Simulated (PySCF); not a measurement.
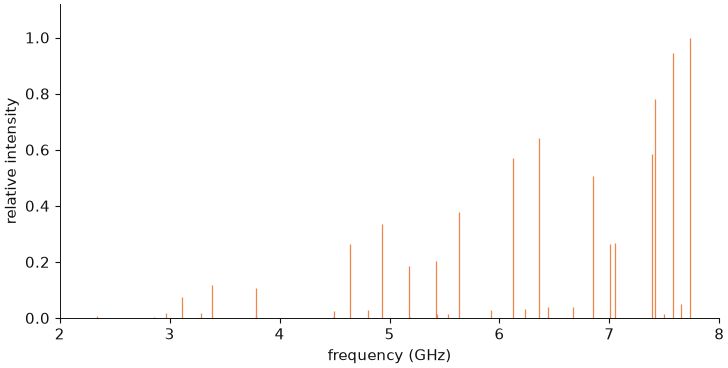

Simulated rotational absorption lines between 2 and 8 GHz at 2 K: rigid rotor with the equilibrium constants and dipole of one optimised conformer (PBE0-D3(BJ)/def2-SVP, PySCF), commonest isotopes; no centrifugal distortion, hyperfine structure, internal rotation or nuclear-spin weights; lines within 1 MHz of each other are summed.

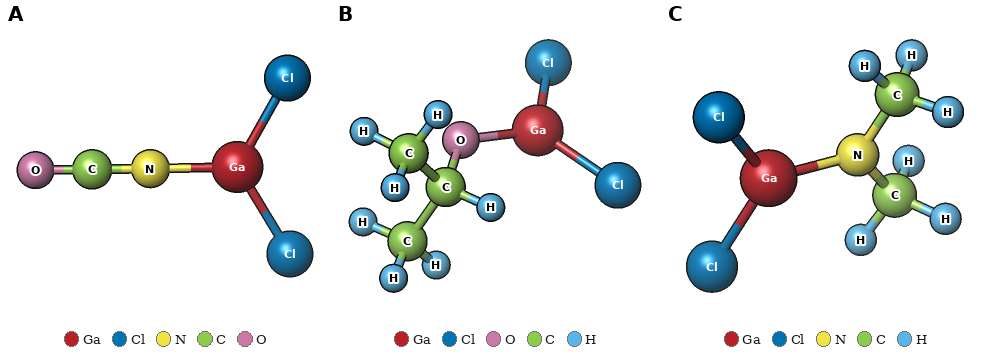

Which molecule gives this spectrum? The candidates are drawn in the second picture.

Answer. Structure A, CCl₂GaNO, singlet. Rotational constants A, B, C = 2.144, 1.030, 0.6956 GHz, |μa|, |μb|, |μc| = 0.88, 0.01, 0.02 D.

Caveats: coarse grid, loose stop and no frequency check, small forces are noise and the end may be a saddle.
